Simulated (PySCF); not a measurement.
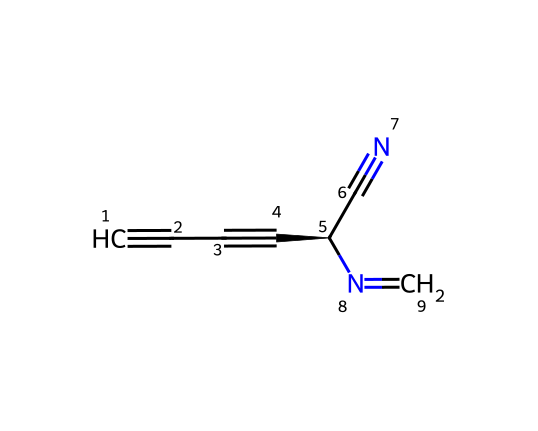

Skeletal drawing with numbered atoms; wedges and dashes mark any stereocentres. The configuration is that of a computed structure (GFN2-xTB).

Give the R/S and E/Z labels.

C5: S.

Write the isomeric SMILES.

C#CC#C[C@@H](C#N)N=C
